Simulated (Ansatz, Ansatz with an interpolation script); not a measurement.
# SiO2 (P6_222): what limits a Wannier interpolation of GW, part 2 of 2

How do the Wannier model and the GW settings move the interpolated bands of SiO2 (P6_222)?

Ansatz 0.2.0; maximally localised Wannier functions, LDA, plane waves, PAW; PAW set soft_1. Known limits of the many-body steps: not at the basis limit; coarse k mesh.

So far. Step 4 (Wannier model on 12×12×8): Near the gap the model misses directly solved bands by 0.3 meV r.m.s. and by 6 meV at most in the window tested. This tests the starting bands, not the corrections carried with them.

The database entry behind the starting cell is an old determination (1926), so it need not match the best structure at ambient conditions.

**5. Wannier model on 6×6×4**

File input.yaml:

```yaml
crystal:
  lattice:
    - [5.013, 0.0, 0.0]
    - [-2.5065, 4.3413853492, 0.0]
    - [0.0, 0.0, 5.47]
  atoms:
    - { symbol: Si, position: [0.5, 0.5, 0.3333333333] }
    - { symbol: Si, position: [0.0, 0.5, 0.6666666667] }
    - { symbol: Si, position: [0.5, 0.0, 0.0] }
    - { symbol: O, position: [0.197, 0.803, 0.8333333333] }
    - { symbol: O, position: [0.394, 0.197, 0.1666666667] }
    - { symbol: O, position: [0.197, 0.394, 0.5] }
    - { symbol: O, position: [0.803, 0.197, 0.8333333333] }
    - { symbol: O, position: [0.606, 0.803, 0.1666666667] }
    - { symbol: O, position: [0.803, 0.606, 0.5] }
kpoints:
  mp_grid: { grid: [6, 6, 4] }
hamiltonian:
  xc: lda
  pseudopotentials: { kind: paw, azcp: { folder: soft_1 }, xc_functional: pbe }
scf:
  occupations: { method: fixed }
  n_extra_bands: 63
output:
  wannier:
    kmesh: [6, 6, 4]
    projections:
      - { species: O, l: p, shell: 2 }
      - { species: Si, l: s, shell: 3 }
      - { species: Si, l: p, shell: 3 }
    minimise: true
    write_hr: true
    seedname: w
    conv_tol: 1.0e-06
    max_iter: 20000
    stability_check: false
    disentanglement:
      window: [-7.97, 17.46]
      frozen_window: [-7.97, 10.1]
      conv_tol: 1.0e-08
```

Launch:

```bash
> ansatz run input.yaml --threads 3 --pin off --max-ram 92160MiB --backend cuda --events-out ev --progress --plain --runs-dir out --devices 1 --max-vram 13GiB
```

Numbers of over 12 decimals in the logs are rounded to 6 here.

Log:

```text
[...]
GPUs: using 1 of 1 available (devices: 1).
[...]
GPU FFT provider: cuFFT
GPU libraries: cuBLAS 13.8.2, cuFFT 12.4.0, cuSOLVER 12.3.4
Crystal: 9 atoms, lattice volume = 119.046 Å³
Basis set: ecut = 420 eV, 2317 PW (Γ)
Bands: 87, of which v1, the nominal top of the filled ones, is band 24 counted from 1 (23 counted from 0)
Symmetry: 12 space group operations
[...]
k-points: 21 of 144 (time reversal used)
[...]
GPU buffer pool allocated for 51840 grid points (all kernels)
[...]
SCF iter   1: F=—  HF=-5172.591327 eV  |F-HF|=—  |Δ(HF+E_count)|=         —  Δρ=1.22e-1  dr2=1.60e1  ethr=3.10e-3  ⟨swp⟩=4.8  Hψ=6802  notcnv=0  defer=1256
[...]
SCF iter   7: F=-5167.843890 eV  HF=-5167.843890 eV  |F-HF|=4.49e-9  |Δ(HF+E_count)|=   1.74e-7  Δρ=5.73e-6  dr2=5.00e-8  ethr=2.08e-10  ⟨swp⟩=17.0  Hψ=17294  notcnv=0
SCF 1 converged in 7 iterations: F = -5167.843890 eV  dr2 = 5.00e-8
[...]
NSCF: frozen V_eff on 25 k-points, pencils in batches of 32, up to order 348
[...]
SCF converged after 7 iterations
Free energy (F): -5167.843890 eV
[...]
Internal energy: -5167.843890 eV  (E = F + TS)
E sigma→0 (E₀):  -5167.843890 eV
Fermi energy:    1.762936 eV
[...]
--- Band table (eV; the first three rows and the last of 21) ---
  k-point 0: bands = [... 20 lower, 0.6053, 1.2674, 1.2674, 1.6513, 7.0977, 10.3932, 10.3932, 11.1436, ... 59 higher]
  k-point 1: bands = [... 20 lower, 0.6977, 1.2040, 1.6660, 1.6955, 7.6649, 10.0736, 10.1048, 11.2029, ... 59 higher]
  k-point 2: bands = [... 20 lower, 0.3790, 1.4399, 1.7629, 1.7629, 8.9489, 8.9489, 9.8539, 11.6810, ... 59 higher]
  k-point 20: bands = [... 20 lower, 0.8472, 0.9299, 1.1269, 1.1269, 10.2497, 10.5485, 10.5485, 10.8127, ... 59 higher]
[...]
```

The job ended after 33 s (1 × NVIDIA H100 80GB HBM3 (shared by 6 runs) with 3 threads of AMD EPYC 7R13 (Zen 3), shared host; peak memory 1.1 GiB; 36 s of CPU time).

This step gave:

```
gauge-invariant spread     : 30.87 Å²
diagonal spread            : 0.01140 Å²
off-diagonal spread        : 1.592 Å²
total spread               : 32.47 Å²
least projectability       : 0.2033
localisation steps         : 2539
disentanglement steps      : 161
r.m.s. interpolation error : 0.001066 eV
r.m.s. error near the gap  : 0.001591 eV
```

Near the gap the model misses directly solved bands by 1.6 meV r.m.s. and by 20 meV at most in the window tested. This tests the starting bands, not the corrections carried with them.

Frozen up to 8.33 eV; above it the model need not follow the bands. Electronic bands along the path, in eV, zero at the valence-band top; v1 is the highest filled band, c1 the lowest empty one:

| point | v4 | v3 | v2 | v1 | c1 | c2 | c3 | c4 |
| --- | --- | --- | --- | --- | --- | --- | --- | --- |
| Γ | -1.16 | -0.50 | -0.50 | -0.11 | 5.33 | 8.64 | 8.64 | 9.40 |
| M | -1.19 | -0.88 | -0.39 | -0.01 | 7.34 | 8.27 | 9.12 | 9.33 |
| K | -1.36 | -0.43 | -0.43 | -0.09 | 7.99 | 7.99 | 8.91 | 9.07 |
| Γ | -1.16 | -0.50 | -0.50 | -0.11 | 5.33 | 8.64 | 8.64 | 9.40 |
| A | -1.38 | -0.32 | 0.00 | 0.00 | 7.19 | 7.19 | 8.09 | 9.92 |
| L | -0.88 | -0.71 | -0.62 | -0.40 | 8.24 | 8.76 | 9.11 | 9.22 |
| H | -0.92 | -0.83 | -0.64 | -0.64 | 8.49 | 8.83 | 8.83 | 9.05 |
| A | -1.38 | -0.32 | 0.00 | 0.00 | 7.19 | 7.19 | 8.09 | 9.92 |
| jump to L | -0.88 | -0.71 | -0.62 | -0.40 | 8.24 | 8.76 | 9.11 | 9.22 |
| M | -1.19 | -0.88 | -0.39 | -0.01 | 7.34 | 8.27 | 9.12 | 9.33 |
| jump to H | -0.92 | -0.83 | -0.64 | -0.64 | 8.49 | 8.83 | 8.83 | 9.05 |
| K | -1.36 | -0.43 | -0.43 | -0.09 | 7.99 | 7.99 | 8.91 | 9.07 |

The same for Kohn-Sham, solved directly:

| point | v4 | v3 | v2 | v1 | c1 | c2 | c3 | c4 |
| --- | --- | --- | --- | --- | --- | --- | --- | --- |
| Γ | -1.16 | -0.50 | -0.50 | -0.11 | 5.33 | 8.63 | 8.63 | 9.38 |
| M | -1.19 | -0.88 | -0.39 | -0.01 | 7.34 | 8.27 | 9.12 | 9.30 |
| K | -1.36 | -0.43 | -0.43 | -0.09 | 7.99 | 7.99 | 8.88 | 9.07 |
| Γ | -1.16 | -0.50 | -0.50 | -0.11 | 5.33 | 8.63 | 8.63 | 9.38 |
| A | -1.38 | -0.32 | 0.00 | 0.00 | 7.19 | 7.19 | 8.09 | 9.92 |
| L | -0.88 | -0.71 | -0.62 | -0.40 | 8.24 | 8.75 | 9.10 | 9.12 |
| H | -0.92 | -0.83 | -0.64 | -0.64 | 8.49 | 8.78 | 8.78 | 9.05 |
| A | -1.38 | -0.32 | 0.00 | 0.00 | 7.19 | 7.19 | 8.09 | 9.92 |
| L | -0.88 | -0.71 | -0.62 | -0.40 | 8.24 | 8.75 | 9.10 | 9.12 |
| M | -1.19 | -0.88 | -0.39 | -0.01 | 7.34 | 8.27 | 9.12 | 9.30 |
| H | -0.92 | -0.83 | -0.64 | -0.64 | 8.49 | 8.78 | 8.78 | 9.05 |
| K | -1.36 | -0.43 | -0.43 | -0.09 | 7.99 | 7.99 | 8.88 | 9.07 |

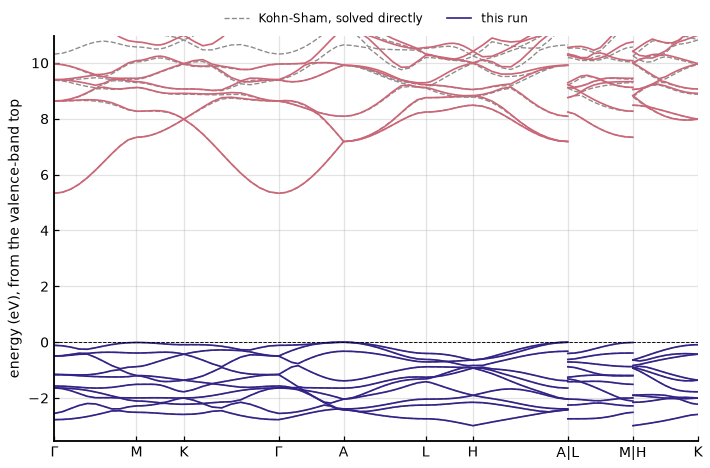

Electronic bands along the path; lines of filled and empty bands in two colours; dashed: Kohn-Sham, solved directly.

**6. A faulty Wannier input**

Edit input.yaml of step 5 so:

```diff
@@ -37,4 +37,4 @@
     disentanglement:
-      window: [-7.97, 17.46]
-      frozen_window: [-7.97, 10.1]
+      window: [-9.73, 15.69]
+      frozen_window: [-9.73, 8.33]
       conv_tol: 1.0e-08
```

Log:

```text
scf.n_extra_bands = 63 over 24 filled bands (N_el = 48.0): the run solves 87 bands
GPUs: using 1 of 1 available (devices: 1).
Engine: ansatz 0.2.0, x86_64-unknown-linux-gnu
Pseudopotentials: kind: paw
Pseudopotential: Si, paw, valence charge 4, recommended cutoff 420 eV (normal), soft_1/Si.paw.azcp
Pseudopotential: O, paw, valence charge 6, recommended cutoff 420 eV (normal), soft_1/O.paw.azcp
Functional definition: SPW92
  exchange = slater_x
  correlation = pw_c
device memory: the entry about to start is reckoned to put 3.7 GiB on a device that reports 62.0 GiB free (of which the cap on the GPU budget leaves the run 13.0 GiB)
GPU FFT provider: cuFFT
GPU libraries: cuBLAS 13.8.2, cuFFT 12.4.0, cuSOLVER 12.3.4
Crystal: 9 atoms, lattice volume = 119.046 Å³
Basis set: ecut = 420 eV, 2317 PW (Γ)
Bands: 87, of which v1, the nominal top of the filled ones, is band 24 counted from 1 (23 counted from 0)
Symmetry: 12 space group operations
Space group: P6222 (ITA 180), of the structure as read, at distance tolerance 4.9e-5 Å
k-points: 21 of 144 (time reversal used)
Non-local potential: Si, projectors of the file, l = 0: 2, l = 1: 2, l = 2: 1
Non-local potential: O, projectors of the file, l = 0: 2, l = 1: 2, l = 2: 1
PAW form: soft (Blöchl's): semilocal exchange-correlation on the pseudo side does not see the compensation charge
PAW frozen core: Si, regenerated for the run's functional, and the local potential with it (the file was generated under x = pbe(κ = 0.804, μ = 0.219515), c = pbe(β = 0.066725))
[...]
NSCF: frozen V_eff on 21 k-points
[...]
device memory: the entry about to start is reckoned to put 2.9 GiB on a device that reports 64.3 GiB free (of which the cap on the GPU budget leaves the run 13.0 GiB)
NSCF: frozen V_eff on 25 k-points, pencils in batches of 32, up to order 348
the Wannier pass solved 25 of the 144 points of its mesh, and has the states at the others by symmetry: states obtained by the crystal's operations at points that were solved too leave a residual of 4.48e-13 eV (read by the count's bands and the next), within 6.67e-6 eV
SCF converged after 7 iterations
Free energy (F): -5167.843890 eV
Harris-Foulkes:  -5167.843890 eV  (|F-HF|=4.49e-9)
Internal energy: -5167.843890 eV  (E = F + TS)
E sigma→0 (E₀):  -5167.843890 eV
Fermi energy:    1.762936 eV
--- Per-component energies (eV) ---
  E_band       = -240.959167
  E_kinetic    = 1158.433440
  E_local      = -3037.821116  (includes V_loc(G=0)·N_el)
  E_nonlocal   = 396.072218
  E_hartree    = 1107.201352
  E_xc         = -592.314827
  E_vxc        = -690.036068  (∫ρ·V_xc dr)
  E_paw        = -2372.992108  (= ΣΔE_a)
  E_vpaw       = -282.014018  (= ΣTr[D̂ρ^β])
  E_aug_tail   = 0.005015  (compensation charges beyond the density's cutoff)
  E_ewald      = -1827.262385
  E_core_change = 0.834521  (= ΣΔE_core)
  E_smearing   = -0.000000  (= −TS)
  E_closure    = -0.000000  (closes the sum)
  Σ components = -5167.843890   (vs F -5167.843890, Δ=0.00e0)
--- Band table (eV; the first three rows and the last of 21) ---
  k-point 0: bands = [... 20 lower, 0.6053, 1.2674, 1.2674, 1.6513, 7.0977, 10.3932, 10.3932, 11.1436, ... 59 higher]
  k-point 1: bands = [... 20 lower, 0.6977, 1.2040, 1.6660, 1.6955, 7.6649, 10.0736, 10.1048, 11.2029, ... 59 higher]
  k-point 2: bands = [... 20 lower, 0.3790, 1.4399, 1.7629, 1.7629, 8.9489, 8.9489, 9.8539, 11.6810, ... 59 higher]
  k-point 20: bands = [... 20 lower, 0.8472, 0.9299, 1.1269, 1.1269, 10.2497, 10.5485, 10.5485, 10.8127, ... 59 higher]
```

Elapsed: 8.3 s, on 1 × NVIDIA H100 80GB HBM3 (shared by 6 runs) with 3 threads; peak memory 1.1 GiB.

The run ended with an error after its SCF cycle had converged; no result of it is taken.

The fault put into this input: windows typed from the Fermi level.

**7. G0W0: 6×6×4 mesh, 496 empty bands, screening to 150 eV, PAW set soft_1 files**

Now the one-shot GW correction: screening in the RPA, then the self-energy of the levels asked for.

This step: G0W0 on LDA, plane waves, PAW; PAW set soft_1.

input.yaml, the sections that differ from step 6:

```yaml
scf:
  occupations: { method: fixed }
gw:
  n_empty_bands: 496
  ecut_chi: 150.0
  qp_bands: [v18, c3]
  screening: { model: contour_deformation }
# crystal, kpoints, hamiltonian: as in step 6
# output: removed
```

Log:

```text
GPUs: using 1 of 1 available (devices: 1).
[...]
GPU FFT provider: cuFFT
GPU libraries: cuBLAS 13.8.2, cuFFT 12.4.0, cuSOLVER 12.3.4
Crystal: 9 atoms, lattice volume = 119.046 Å³
Basis set: ecut = 420 eV, 2317 PW (Γ)
Bands: 33, of which v1, the nominal top of the filled ones, is band 24 counted from 1 (23 counted from 0)
Symmetry: 12 space group operations
[...]
k-points: 21 of 144 (time reversal used)
[...]
0    14     -1.0102   -23.8788     4.3199   -17.6257  0.7895    -2.9892    -2.9434  root
[...]
20    24      1.1270   -26.1620     4.1371   -20.3304  0.7977    -0.5941    -0.5674  root
    20    25     10.2498   -11.1146    -4.4576   -17.7788  0.8378    12.4912    12.4562  root
    20    26     10.5486    -5.9153    -3.6032   -11.1219  0.8573    12.1692    12.1520  root
    20    27     10.5486    -5.9153    -3.6032   -11.1219  0.8573    12.1692    12.1520  root
[key lines of the parts left out:]
SCF converged after 8 iterations
Free energy (F): -5167.843890 eV
Fermi energy:    1.762958 eV
```

Wall time 1.9 min (1 × NVIDIA H100 80GB HBM3 (shared by 6 runs) with 3 threads); peak memory 2.1 GiB.

The G0W0 gap on the mesh is 8.366 eV.

**8. G0W0: 3×3×2 mesh, 496 empty bands, screening to 150 eV, PAW set soft_1 files**

Edit input.yaml of step 7 so:

```diff
@@ -16,3 +16,3 @@
 kpoints:
-  mp_grid: { grid: [6, 6, 4] }
+  mp_grid: { grid: [3, 3, 2] }
 hamiltonian:
```

Log:

```text
GPUs: using 1 of 1 available (devices: 1).
[...]
GPU FFT provider: cuFFT
GPU libraries: cuBLAS 13.8.2, cuFFT 12.4.0, cuSOLVER 12.3.4
Crystal: 9 atoms, lattice volume = 119.046 Å³
Basis set: ecut = 420 eV, 2317 PW (Γ)
Bands: 33, of which v1, the nominal top of the filled ones, is band 24 counted from 1 (23 counted from 0)
Symmetry: 12 space group operations
[...]
k-points: 6 of 18
[...]
0    14     -1.0101   -23.8915     4.3320   -17.6256  0.7894    -2.9902    -2.9440  root
[...]
5    24      1.1271   -26.1829     4.1546   -20.3304  0.7973    -0.5975    -0.5706  root
     5    25     10.2499   -11.0882    -4.4818   -17.7787  0.8371    12.4943    12.4586  root
     5    26     10.5486    -5.9015    -3.6222   -11.1218  0.8566    12.1642    12.1468  root
     5    27     10.5486    -5.9015    -3.6222   -11.1218  0.8566    12.1642    12.1468  root
[key lines of the parts left out:]
SCF converged after 7 iterations
Free energy (F): -5167.842635 eV
Fermi energy:    1.763119 eV
```

Wall time 8.9 s (1 × NVIDIA H100 80GB HBM3 (shared by 6 runs) with 3 threads); peak memory 1.3 GiB.

The G0W0 gap on the mesh is 8.376 eV.

**9. G0W0: 6×6×4 mesh, 230 empty bands, screening to 90 eV, PAW set soft_1 files**

Edit input.yaml of step 8 so:

```diff
@@ -16,3 +16,3 @@
 kpoints:
-  mp_grid: { grid: [3, 3, 2] }
+  mp_grid: { grid: [6, 6, 4] }
 hamiltonian:
@@ -23,4 +23,4 @@
 gw:
-  n_empty_bands: 496
-  ecut_chi: 150.0
+  n_empty_bands: 230
+  ecut_chi: 90
   qp_bands: [v18, c3]
```

Log:

```text
GPUs: using 1 of 1 available (devices: 1).
[...]
GPU FFT provider: cuFFT
GPU libraries: cuBLAS 13.8.2, cuFFT 12.4.0, cuSOLVER 12.3.4
Crystal: 9 atoms, lattice volume = 119.046 Å³
Basis set: ecut = 420 eV, 2317 PW (Γ)
Bands: 33, of which v1, the nominal top of the filled ones, is band 24 counted from 1 (23 counted from 0)
Symmetry: 12 space group operations
[...]
k-points: 21 of 144 (time reversal used)
[...]
0    14     -1.0102   -23.8788     4.4996   -17.6257  0.7928    -2.8007    -2.7637  root
[...]
20    24      1.1270   -26.1620     4.3791   -20.3304  0.8018    -0.3448    -0.3254  root
    20    25     10.2498   -11.1146    -4.3018   -17.7788  0.8412    12.6533    12.6121  root
    20    26     10.5486    -5.9153    -3.5004   -11.1219  0.8585    12.2748    12.2548  root
    20    27     10.5486    -5.9153    -3.5004   -11.1219  0.8585    12.2748    12.2548  root
[key lines of the parts left out:]
SCF converged after 8 iterations
Free energy (F): -5167.843890 eV
Fermi energy:    1.762958 eV
```

Elapsed: 70 s, on 1 × NVIDIA H100 80GB HBM3 (shared by 6 runs) with 3 threads; peak memory 1.5 GiB; 2 min of CPU time.

The G0W0 gap on the mesh is 8.153 eV.

**10. G0W0: 6×6×4 mesh, 496 empty bands, screening to 150 eV, plasmon pole, PAW set soft_1 files**

Edit input.yaml of step 9 so:

```diff
@@ -23,5 +23,5 @@
 gw:
-  n_empty_bands: 230
-  ecut_chi: 90
+  n_empty_bands: 496
+  ecut_chi: 150.0
   qp_bands: [v18, c3]
-  screening: { model: contour_deformation }
+  screening: { model: godby_needs }
```

Log:

```text
GPUs: using 1 of 1 available (devices: 1).
[...]
GPU FFT provider: cuFFT
GPU libraries: cuBLAS 13.8.2, cuFFT 12.4.0, cuSOLVER 12.3.4
Crystal: 9 atoms, lattice volume = 119.046 Å³
Basis set: ecut = 420 eV, 2317 PW (Γ)
Bands: 33, of which v1, the nominal top of the filled ones, is band 24 counted from 1 (23 counted from 0)
Symmetry: 12 space group operations
[...]
k-points: 21 of 144 (time reversal used)
[...]
0    14     -1.0102   -23.8788     4.3320   -17.6257  0.8050    -2.9565    -2.9313  root
[...]
20    24      1.1270   -26.1620     4.2105   -20.3304  0.8061    -0.5096    -0.4940  root
    20    25     10.2498   -11.1146    -4.3936   -17.7788  0.8429    12.5453    12.5203  root
    20    26     10.5486    -5.9153    -3.5562   -11.1219  0.8634    12.2110    12.1990  root
    20    27     10.5486    -5.9153    -3.5562   -11.1219  0.8634    12.2110    12.1990  root
[key lines of the parts left out:]
SCF converged after 8 iterations
Free energy (F): -5167.843890 eV
Fermi energy:    1.762958 eV
```

Run time: 7.3 min. Hardware: 1 × NVIDIA H100 80GB HBM3 (shared by 6 runs) with 3 threads; peak memory 7.2 GiB.

The G0W0 gap on the mesh is 8.309 eV.

**11. Interpolated results**

Times are wall times on 1 × NVIDIA H100 80GB HBM3 (shared by 6 runs) with 3 threads of AMD EPYC 7R13 (Zen 3), shared host, good to a factor of about two.

| GW mesh | empty bands | cutoff (eV) | frequency | gap on mesh (eV) | gap over zone (eV) | direct gap (eV) | valence width (eV) | GW time |
| --- | --- | --- | --- | --- | --- | --- | --- | --- |
| 6×6×4 | 496 | 150 | contour deformation | 8.366 | 8.366 | 8.477 | 10.021 | 1.9 min |
| 3×3×2 | 496 | 150 | contour deformation | 8.376 | 8.376 | 8.486 | 10.021 | 8.9 s |
| 6×6×4 | 230 | 90 | contour deformation | 8.153 | 8.153 | 8.263 | 10.092 | 70 s |
| 6×6×4 | 496 | 150 | plasmon pole | 8.309 | 8.309 | 8.419 | 10.240 | 7.3 min |

**12. What came out**

| Property | Result |
| --- | --- |
| 6×6×4 mesh, 496 empty bands, screening to 150 eV, PAW set soft_1 files | 8.37 eV |
| 3×3×2 mesh, 496 empty bands, screening to 150 eV, PAW set soft_1 files | 8.38 eV |
| 6×6×4 mesh, 230 empty bands, screening to 90 eV, PAW set soft_1 files | 8.15 eV |
| 6×6×4 mesh, 496 empty bands, screening to 150 eV, plasmon pole, PAW set soft_1 files | 8.31 eV |

In words: The largest change, −0.21 eV in the gap over the zone, comes with 6×6×4 mesh, 230 empty bands, screening to 90 eV, PAW set soft_1 files. The first run is a reference, not a converged one, and where a row moves several settings no single cause can be named. Rows on another GW mesh add that mesh's corrections to the bands of the one model. With 3×3×2 mesh, 496 empty bands, screening to 150 eV, PAW set soft_1 files the gap over the zone moves by +0.01 eV and that on the mesh by +0.01 eV. With 6×6×4 mesh, 230 empty bands, screening to 90 eV, PAW set soft_1 files the gap over the zone moves by −0.21 eV and that on the mesh by −0.21 eV. With 6×6×4 mesh, 496 empty bands, screening to 150 eV, plasmon pole, PAW set soft_1 files the gap over the zone moves by −0.06 eV and that on the mesh by −0.06 eV. Gaps over the zone and on the mesh differ where an edge lies off the mesh, or where a GW run starts from another density: the starting gap over the zone is 5.335 eV, on the GW meshes it is 5.335 eV.

[Paths, hosts, dates, memory and timing lines, banners, echoed tables and standing remarks are left out of the program output.]

[Logs are printed without paths, hosts, clocks, repeated set-up lines and the standing remarks that a program may print on its own settings, such as how far it seeks lower states.]

[Runs of the session that timed out or met a known fault of the program may be left out.]

[Hosts, paths, dates, database ids (printed as entryN), source tags and the programs' standing remarks are cut or masked in the printed files.]
